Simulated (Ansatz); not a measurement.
# Where Li_Cs puts its levels in the gap of CsLi3Cl4 (Cmcm)

Aim: at which Fermi levels does Li_Cs in CsLi3Cl4 (Cmcm) change its charge? The model is a cell of 64 host atoms with 1 Cs taken out and 1 Li put in.

Method: place-levels on PBEsol runs: charge-transition levels and formation energies with image-charge correction and potential alignment at the atomic sites, in Ansatz 0.2.0.

**1. The starting structure**

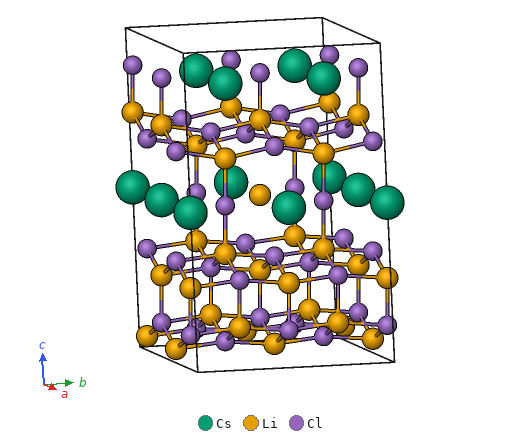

The starting structure, seen slightly off an axis (caesium teal, lithium orange, chlorine purple). Some periodic images of atoms are drawn too.

The cell holds 64 atoms: 7 Cs, 25 Li and 32 Cl. Cell: a = 8.872 Å, b = 10.316 Å, c = 15.848 Å, α = 90.0°, β = 98.0°, γ = 90.0°. It derives from CsLi3Cl4 (space group Cmcm). Nearest the centre at fractional (0.327, 0.375, 0.308): Li2 at 0.00 Å, Cl41 at 3.40 Å, Cl57 at 3.40 Å, Cl9 at 3.40 Å, Cl25 at 3.40 Å, Cl48 at 3.53 Å, Cl16 at 3.53 Å, Cl42 at 3.54 Å.

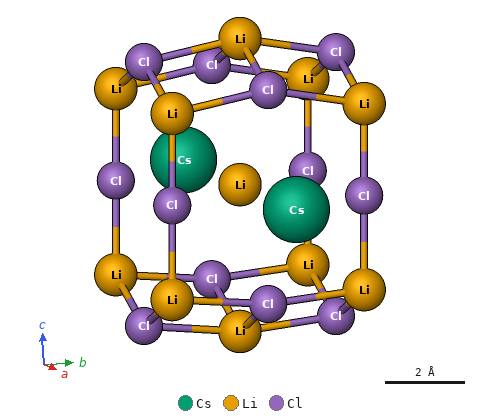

The atoms within 5 Å of the centre.

Structure file:

```xyz
64
Lattice="8.8723 0.0000 0.0000 0.0000 0.0000 -10.3156 -2.2181 15.6918 0.0000" Properties=species:S:1:pos:R:3 pbc="T T T"
Cs    0.0000   10.8640   -1.2895
Li    2.2181    4.8279   -3.8684
Li    0.0000    7.1050   -1.2895
Li    2.2181   13.3716   -3.8684
Li    0.0000   14.6397   -1.2895
Li    2.2181    8.5869   -3.8684
Li    2.2181    1.0521   -3.8684
Li    0.0000    2.3202   -1.2895
Cl    0.0000    4.7410   -1.2895
Cl    0.0000    7.5825   -3.8684
Cl    0.0000   14.3721   -3.8684
Cl    2.2181    1.3198   -1.2895
Cl    2.2181   13.6154   -1.2895
Cl    2.2181   10.9509   -3.8684
Cl    2.2181    8.1093   -1.2895
Cl    0.0000    2.0764   -3.8684
Cs    0.0000   10.8640   -6.4473
Cs    2.2181    4.8279   -9.0262
Li    0.0000    7.1050   -6.4473
Li    2.2181   13.3716   -9.0262
Li    0.0000   14.6397   -6.4473
Li    2.2181    8.5869   -9.0262
Li    2.2181    1.0521   -9.0262
Li    0.0000    2.3202   -6.4473
Cl    0.0000    4.7410   -6.4473
Cl    0.0000    7.5825   -9.0262
Cl    0.0000   14.3721   -9.0262
Cl    2.2181    1.3198   -6.4473
Cl    2.2181   13.6154   -6.4473
Cl    2.2181   10.9509   -9.0262
Cl    2.2181    8.1093   -6.4473
Cl    0.0000    2.0764   -9.0262
Cs    4.4362   10.8640   -1.2895
Cs    6.6543    4.8279   -3.8684
Li    4.4362    7.1050   -1.2895
Li    6.6543   13.3716   -3.8684
Li    4.4362   14.6397   -1.2895
Li    6.6543    8.5869   -3.8684
Li    6.6543    1.0521   -3.8684
Li    4.4362    2.3202   -1.2895
Cl    4.4362    4.7410   -1.2895
Cl    4.4362    7.5825   -3.8684
Cl    4.4362   14.3721   -3.8684
Cl    6.6543    1.3198   -1.2895
Cl    6.6543   13.6154   -1.2895
Cl    6.6543   10.9509   -3.8684
Cl    6.6543    8.1093   -1.2895
Cl    4.4362    2.0764   -3.8684
Cs    4.4362   10.8640   -6.4473
Cs    6.6543    4.8279   -9.0262
Li    4.4362    7.1050   -6.4473
Li    6.6543   13.3716   -9.0262
Li    4.4362   14.6397   -6.4473
Li    6.6543    8.5869   -9.0262
Li    6.6543    1.0521   -9.0262
Li    4.4362    2.3202   -6.4473
Cl    4.4362    4.7410   -6.4473
Cl    4.4362    7.5825   -9.0262
Cl    4.4362   14.3721   -9.0262
Cl    6.6543    1.3198   -6.4473
Cl    6.6543   13.6154   -6.4473
Cl    6.6543   10.9509   -9.0262
Cl    6.6543    8.1093   -6.4473
Cl    4.4362    2.0764   -9.0262
```

Screening for the image-charge correction: ε∞ = (2.81, 2.74, 2.87), ε0 = (6.25, 6.26, 23.88), from a response run on this crystal (DFPT, PBEsol) at that run's own cell.

The cell's shortest repeat is 8.9 Å.

**2. Charge states**

Levels follow from differences of total energies between charge states, each relaxed by itself.

Random displacements of about 0.05 Å break the site symmetry at the start, so that the relaxation can reach a distorted minimum if there is one. Forces are taken at one point at (¼, ¼, ¼). The cell holds 1 electron more than the neutral one, with a uniform background that keeps it neutral on the whole. The electron count is odd, so at least one spin is unpaired; this run locks the moment at 1 μB.

The sampling was tested on the host first: at the k-points planned (1x1x1 shifted 0.25 0.25 0.25) its energy lies 0.000 eV an atom from the dense-mesh value, under the bound of 0.02 eV set for this test; that bounds the host's error, not the defect's.

One state's input; the others differ in charge, spin, start and seed, and in occupations where the table says so.

Contents of qm1_M1.relax/input.yaml:

```yaml
crystal:
  lattice:
    - [4.43617348, 0.0, 0.0]
    - [0.0, 0.0, -5.15781478]
    - [-2.21808674, 15.69183597, 0.0]
  atoms:
    - { symbol: Cs, position: [0.34616592, 0.25, 0.69233184] }
    - { symbol: Cs, position: [0.65383408, 0.75, 0.30766816] }
    - { symbol: Li, position: [0.22639076, 0.25, 0.45278153] }
    - { symbol: Li, position: [0.92606864, 0.75, 0.85213728] }
    - { symbol: Li, position: [0.46647611, 0.25, 0.93295221] }
    - { symbol: Li, position: [0.77360924, 0.75, 0.54721847] }
    - { symbol: Li, position: [0.53352389, 0.75, 0.06704779] }
    - { symbol: Li, position: [0.07393136, 0.25, 0.14786272] }
    - { symbol: Cl, position: [0.15106476, 0.25, 0.30212952] }
    - { symbol: Cl, position: [0.24160676, 0.75, 0.48321353] }
    - { symbol: Cl, position: [0.45794775, 0.75, 0.9158955] }
    - { symbol: Cl, position: [0.54205225, 0.25, 0.0841045] }
    - { symbol: Cl, position: [0.93383817, 0.25, 0.86767633] }
    - { symbol: Cl, position: [0.84893524, 0.75, 0.69787048] }
    - { symbol: Cl, position: [0.75839324, 0.25, 0.51678647] }
    - { symbol: Cl, position: [0.06616183, 0.75, 0.13232367] }
  supercell: [2, 2, 1]
  defects: [{ substitution: { at: 1, symbol: Li } }]
total_charge: -1
basis:
  ecutwfc: 420
  xc_grid: 2
hamiltonian:
  xc: pbesol
kpoints:
  mp_grid: { grid: [1, 1, 1], shift: [0.25, 0.25, 0.25] }
magnetization:
  spin_polarized: true
  initial_magnetization: 1
  spin_locking: { lock_magnetization: hard }
scf:
  occupations: { method: fixed }
  max_iter: 60
output:
  forces: true
  charged_corrections: { epsilon: [2.81, 2.74, 2.87], static_epsilon: [6.25, 6.26, 23.88] }
relax:
  f_tol: 0.02
  max_steps: 80
  random_displacement: { amplitude: 0.05, seed: 5756 }
checkpoint:
  write: "../qm1_M1.relax.run"
  compress: false
  write_wavefunctions: true
  write_every: 100000
```

The run is started by

```sh
$ ansatz run input.yaml --threads 4 --pin off --max-ram 7536MiB --backend cpu --events-out ev --progress --plain --runs-dir out
```

Defect states can disperse in a cell of this size, so the energy is taken again at a 2×2×2 shifted mesh, on the relaxed structure.

The run of this state that the levels use, under PBEsol:

Contents of qm1_M1.point/input.yaml:

```yaml
crystal:
  checkpoint: "../qm1_M1.relax.run"
  host: checkpoint
total_charge: -1
basis:
  ecutwfc: 420
  xc_grid: 2
hamiltonian:
  xc: pbesol
kpoints:
  mp_grid: { grid: [2, 2, 2], shift: [0.5, 0.5, 0.5] }
magnetization:
  spin_polarized: true
  initial_magnetization: 1
  spin_locking: { lock_magnetization: hard }
scf:
  occupations: { method: fermi_dirac, width: 0.01 }
  max_iter: 60
output:
  forces: true
  eigenvalues: true
  charged_corrections:
    epsilon: [2.81, 2.74, 2.87]
    static_epsilon: [6.25, 6.26, 23.88]
    defect_position: [0.326917, 0.375, 0.307668]
  eigenstates: { localisation: true }
  populations: true
  efg: {}
  band_densities: [{ bands: [v1, v1] }, { bands: [c1, c1] }]
  write_density: true
  write_potential: true
  volumetric_format: npy
  elf: true
checkpoint:
  read: "../qm1_M1.relax.run"
  write: "../qm1_M1.point.run"
  compress: false
  write_wavefunctions: false
  write_every: 100000
```

Relaxations under PBEsol at one point at (¼, ¼, ¼); times on 4 threads of Intel Xeon 6975P-C (Granite Rapids), shared host:

```
charge  moment (μB)  occupations    outcome  steps  largest displacement against the far atoms (Å)     time
    −1            1        fixed  converged     17                                            1.15  5.2 min
     0            0        fixed  converged     14                                            1.55  1.7 min
    +1            1        fixed  converged     23                                            1.83   10 min
```

Single points under PBEsol at a 2×2×2 shifted mesh; times on 4 threads of Intel Xeon 6975P-C (Granite Rapids), shared host:

```
charge  moment (μB)  occupations    outcome     time
    −1            1  fermi-dirac  converged  2.6 min
     0            0  fermi-dirac  converged     63 s
    +1            1  fermi-dirac  converged  3.2 min
```

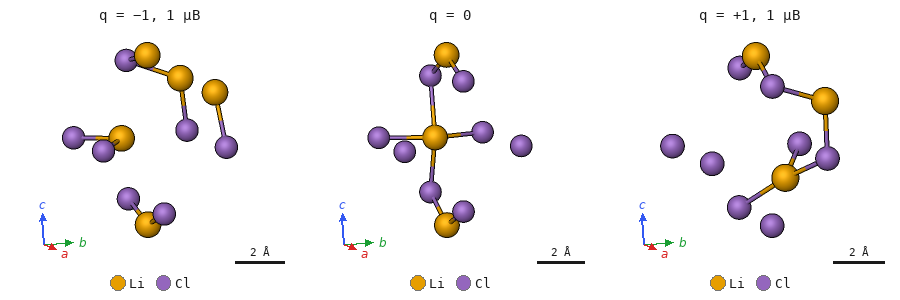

The structures near the centre after relaxation with PBEsol, by charge. Bonds to atoms that aren't drawn are left out.

Distances (Å) from Li2 to the nearest atoms after relaxation with PBEsol:

```
charge  moment (μB)       1.       2.       3.       4.       5.       6.
    −1            1  Cl 2.41  Cl 2.44  Li 3.44  Li 3.45  Cl 3.57  Li 3.61
     0            0  Cl 2.43  Cl 2.44  Cl 2.54  Cl 2.67  Cs 3.26  Li 3.55
    +1            1  Cl 2.41  Cl 2.44  Cl 2.60  Cl 2.64  Li 2.91  Cl 3.02
```

**3. Placing the levels, PBEsol**

A charged cell interacts with its images and the background, and its potential has another zero than the host's. place-levels removes the first by a point-charge model, screened by the static dielectric constant since the ions have relaxed around the charge, and the second by comparing potentials at atoms far from the defect.

The host is a run of the defect-free crystal in the same cutoffs, grids and k-points, so that basis and sampling errors cancel in part in the differences. The host is run in a cell of 16 atoms on a matching mesh. Its band edges are searched through the zone by a band path, so the gap is smaller than, or equal to, that on the mesh. Chemical potentials are energies per atom of Cs (bcc) and Li (bcc), run with the same functional and cutoff.

Contents of levels.point.yaml:

```yaml
host:
  run: host.point.run
states: [qm1_M1.point.run, q0.point.run, qp1_M1.point.run]
geometry_from:
  qm1_M1.point.run: qm1_M1.relax.run
  q0.point.run: q0.relax.run
  qp1_M1.point.run: qp1_M1.relax.run
  host.point.run: host.relax.run
chemical_potentials:
  Cs:
    energy: -5585.796162
    dataset: <sha256 of the dataset>
  Li:
    energy: -202.99658
    dataset: "<sha256 of the dataset>"
epsilon: [2.81, 2.74, 2.87]
static_epsilon: [6.25, 6.26, 23.88]
vertical:
  - { from: qm1_M1.point.run, to: qm1_M1.point_neutral.run }
  - { from: qp1_M1.point.run, to: qp1_M1.point_neutral.run }
```

The run is started by

```sh
$ ansatz place-levels levels.point.yaml -- --threads 4 --pin off --max-ram 7536MiB
```

Numbers of over 12 decimals in the logs are rounded to 6 here.

The log of the run:

```text
[... repeated set-up lines and file paths are left out, and long positions are rounded to six places ...]
(+1/0) 0.049 eV beneath the valence edge (-0.104 eV without the band-filling correction), in the valence band
(0/-1) 5.358 eV above the valence edge, 0.006 eV under the conduction edge
formation energy of charge +1: +1.119 eV with the Fermi level at the valence edge
formation energy of charge 0: +1.070 eV with the Fermi level at the valence edge
formation energy of charge -1: +6.428 eV with the Fermi level at the valence edge
vertical -1 to 0: no energy, since no alignment is typed
  the change from vertical[0].from (qm1_M1.point.run) to vertical[0].to (qm1_M1.point_neutral.run): by its potential at epsilon [2.81, 2.74, 2.87] it stands at 0.337 0.386 0.339, with an rms radius of about 1.8 Å (1.0 0.7 1.3 Å across the planes of the cell's [...]
vertical +1 to 0: no energy, since no alignment is typed
  the change from vertical[1].from (qp1_M1.point.run) to vertical[1].to (qp1_M1.point_neutral.run): by its potential at epsilon [2.81, 2.74, 2.87] it stands at 0.673 0.861 0.498, with an rms radius of about 4.8 Å (2.6 3.4 2.1 Å across the planes of the cell's [...]
  edges by pbesol, gap 5.364 eV; the host is sampled to repeats of 27.21 Å
  the defect's cells are sampled to repeats of 27.21 Å, like sampling
  charge +1: -78241.1537 eV with its correction of -0.270 eV, at epsilon [6.25, 6.26, 23.88], aligned at sites: -0.3836 eV, mean over 41 atomic sites at or beyond 4.44 Å from the defect at [0.3269, 0.3750, 0.3077], with -0.002967 for the charge's moments and [...]
  states[2] (qp1_M1.point.run): levels filled in part (TS 0.006 eV): its energy is of no whole electron's
  charge 0: +0.000 eV for its dipole among its images, -0.001 omitted
  charge -1: -78232.2271 eV with its correction of +0.327 eV, at epsilon [6.25, 6.26, 23.88], aligned at sites: -0.2136 eV, mean over 41 atomic sites at or beyond 4.44 Å from the defect at [0.3269, 0.3750, 0.3077], with +0.002631 for the charge's moments and [...]
  of states[2] (qp1_M1.point.run): it parts from the run at its places by a charge that spreads by about 3.4 Å along one vector (1.8 Å or more is wide), by its potential at epsilon [2.81, 2.74, 2.87], taken for that of held ions (one typed too small widens [...]
  of states[1] (q0.point.run): its displacements don't fall off away from the defect: farther atoms stand 0.02 Å off the host's places. [...]
  vertical[1].from (qp1_M1.point.run): levels filled in part (TS 0.006 eV): its energy is of no whole electron's
  of vertical[1].from (qp1_M1.point.run): it parts from the run at its places by a charge that spreads by about 3.4 Å along one vector (1.8 Å or more is wide), by its potential at epsilon [2.81, 2.74, 2.87], taken for that of held ions (one typed too small [...]
```

Elapsed: 0.28 s, on 4 threads of Intel Xeon 6975P-C (Granite Rapids), shared host.

Levels between the charges placed, in eV above the valence top:

```
        gap (eV)  (+1/0)  (0/−1)
PBEsol      5.36   -0.05    5.36
```

Corrections by state:

```
charge  moment (μB)  image terms and alignment (eV)  band filling (eV)                                ε used  over the lowest of its charge, as the program ranks them, band filling apart (eV)
    +1          1.0                          -0.270             -0.055  principal values (6.25, 6.26, 23.88)                                                                              0.000
     0          0.0                           0.000                  -                                     -                                                                              0.000
    −1          1.0                           0.327                  -  principal values (6.25, 6.26, 23.88)                                                                              0.000
```

The charged structures listed were also run neutral, and place-levels reads from each pair, by the potential or the spins, how wide the charge is by which they differ; that can be the carrier of either run.

```
charge  rms radius (Å)  spread where it is widest against the cell (Å)  wide from (Å)  reading
    +1             4.8                                            3.39           1.79     wide
    −1             1.8                                            0.97           1.52   narrow
```

The neutral runs of these pairs need not share the spin of the lowest neutral state, and very wide values only mean spread over the cell.

From the program's caveats on the states, each cut to its opening words:

- charge +1 (1 μB): it parts from the run at its places by a charge that spreads by about 3.4 Å along one vector (1.8 Å or more is wide), by its potential at epsilon [2.81, 2.74, [...]
- charge +1 (1 μB): a band-filling correction moves a carrier to the host's band edge, which changes its energy by -0.055 eV
- charge +1 (1 μB): its alignment with the host at atomic sites is doubtful: the mean over the far sites moves by +0.0612 eV from their farther parts to their nearer, more than [...]
- charge 0: its displacements don't fall off away from the defect: farther atoms stand 0.02 Å off the host's places

Formation energies (eV), elemental references (Δμ(Cs) = 0.00 eV, Δμ(Li) = 0.00 eV):

```
charge  Fermi level at the valence top  at the conduction bottom
    +1                            1.12                      6.48
     0                            1.07                      1.07
    −1                            6.43                      1.06
```

**4. The same at the relaxations' own k-points**

The relaxations' own energies give the levels at their sampling, for comparison.

Contents of levels.relax_mesh.yaml:

```yaml
host:
  run: host.relax.run
states: [qm1_M1.relax.run, q0.relax.run, qp1_M1.relax.run]
chemical_potentials:
  Cs:
    energy: -5585.796162
    dataset: <sha256 of the dataset>
  Li:
    energy: -202.99658
    dataset: "<sha256 of the dataset>"
```

The run is started by

```sh
$ ansatz place-levels levels.relax_mesh.yaml -- --threads 4 --pin off --max-ram 7536MiB
```

The log of the run:

```text
(+1/0) 0.000 eV above the valence edge (-0.069 eV without the band-filling correction), 5.364 eV under the conduction edge
(0/-1) 5.358 eV above the valence edge, 0.005 eV under the conduction edge
formation energy of charge +1: +1.069 eV with the Fermi level at the valence edge
formation energy of charge 0: +1.069 eV with the Fermi level at the valence edge
formation energy of charge -1: +6.428 eV with the Fermi level at the valence edge
  edges by pbesol, gap 5.364 eV; the host is sampled to repeats of 13.61 Å
[... the lines on each state left out ...]
```

Run time: 0.09 s. Hardware: 4 threads.

Levels between neighbouring charges, in eV above the valence top:

```
                        gap (eV)  (+1/0)  (0/−1)
one point at (¼, ¼, ¼)      5.36    0.00    5.36
  a 2×2×2 shifted mesh      5.36   -0.05    5.36
```

Going from one point at (¼, ¼, ¼) to a 2×2×2 shifted mesh moves the levels that carry no band-filling term by up to 0.00 eV and formation energies against the elements by up to 0.05 eV; band-filling terms, which differ between samplings, are in these energies.

**5. Results**

```json
{"gap of the host": "5.36 eV (PBEsol)", "level (plus 1/0)": "0.05 eV below the valence top (-0.10 eV above the valence top without the band-filling term)", "level (0/minus 1)": "5.36 eV above the valence top", "lowest of the charges placed, just above the valence top (0.02 eV)": "0", "lowest of the charges placed, just below the conduction bottom (0.02 eV)": "0", "lowest formation energy at mid-gap of the charges run, elemental references": "1.07 eV"}
```

**Reading.** Of the charges placed (−1, 0 and +1), 0 is the lowest from 0.02 eV above the valence top to 0.02 eV below the conduction bottom, a gap of 5.36 eV. (0/−1) lies 0.01 eV from a band edge, less than the doubt on such levels. States placed: +1 at 1 μB; 0 at 0 μB; −1 at 1 μB. Other spin states or structures, where not listed, weren't placed. The program finds carriers beyond a band edge of the host and adds a band-filling term at charge +1 (-0.06 eV); steps to such a charge show no bound level, and a defect level inside a band would be read the same way. At charge −1, 0 and +1 the atom put in ends up to 1.8 Å from its starting place, so the name tells the start alone and the levels can join different sites. Going from one point at (¼, ¼, ¼) to a 2×2×2 shifted mesh moves the levels that carry no band-filling term by up to 0.00 eV and formation energies against the elements by up to 0.05 eV; band-filling terms, which differ between samplings, are in these energies. The program doubts the alignment of potentials for at least one state, a sign that the cell is small. Keep in mind: the images are only 8.9 Å apart; PBEsol makes the gap too small and tends to spread out bound carriers; where a gas molecule sets a chemical potential or the host's formation energy, its binding is uncorrected; spin–orbit coupling, which can matter with heavy atoms, is left out.

[Logs are printed without paths, hosts, clocks, repeated set-up lines and the standing remarks that a program may print on its own settings, such as how far it seeks lower states.]

[Hosts, paths, dates, database ids (printed as entryN), source tags and the programs' standing remarks are cut or masked in the printed files.]

[Where a table of states has a column of steps, it counts the stored structures, which are thinned; the runs took as many ionic steps or more.]

[A defect's name tells the site on which it was built; relaxed atoms can leave that site.]

[For some hosts the program warned that the k-mesh of the response run may be too coarse for force constants and the static dielectric constant; such warnings are not shown here.]
